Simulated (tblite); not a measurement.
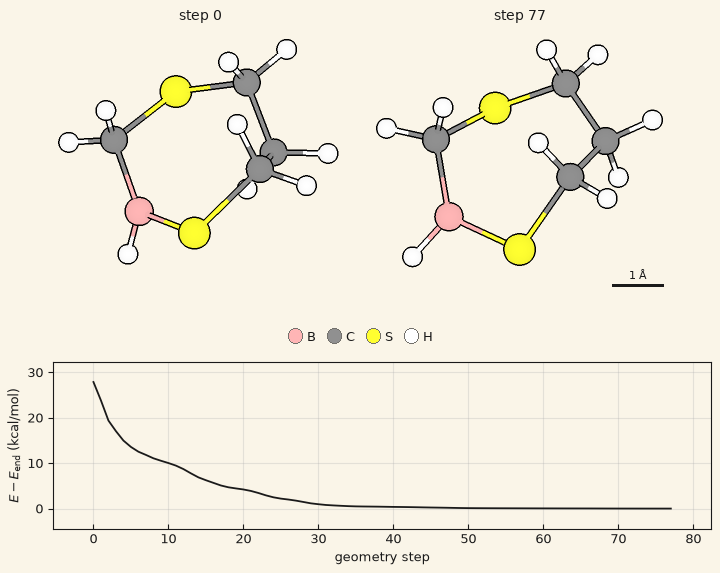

First and last geometry of a relaxation of C4H9BS2, with the history of the run. The picture is a ball-and-stick view, seen at a tilt.

These are results of tblite 0.8.0, GFN2-xTB geometry optimisation, gas phase, not measurements. 

> What do the curves and the structures tell?

It converged. Over 77 geometry steps the energy falls by 27.9 kcal/mol. The atom that moves furthest after the best rigid fit is an H atom (1.07 Å). Largest moves by element: H 1.07 Å, S 0.74 Å, C 0.38 Å, B 0.21 Å. Among the contacts that change: B–S 1.899 → 1.756 Å, C–H 1.126 → 1.092 Å, C–S 1.817 → 1.847 Å, C–C 1.509 → 1.523 Å. Bond angles that change, for instance: S–C–H 113.5° → 103.8°, S–C–C 105.9° → 115.5°, B–C–H 107.6° → 116.7°. Groups turn about B–S by about 45°, C–C by about 45°, C–S by about 35°.

| step | E − E(0), kcal/mol |
| --- | --- |
| 0 | 0.00 |
| 1 | -4.06 |
| 2 | -8.49 |
| 3 | -10.83 |
| 4 | -12.90 |
| 5 | -14.30 |
| 6 | -15.35 |
| 7 | -16.06 |
| 8 | -16.80 |
| 9 | -17.34 |
| 10 | -17.85 |
| 14 | -21.00 |
| 17 | -22.79 |
| 21 | -23.99 |
| 24 | -25.39 |
| 28 | -26.42 |
| 31 | -27.08 |
| 35 | -27.39 |
| 38 | -27.45 |
| 42 | -27.55 |
| 45 | -27.64 |
| 49 | -27.75 |
| 52 | -27.79 |
| 56 | -27.81 |
| 59 | -27.83 |
| 63 | -27.84 |
| 66 | -27.85 |
| 70 | -27.87 |
| 73 | -27.87 |
| 77 | -27.87 |
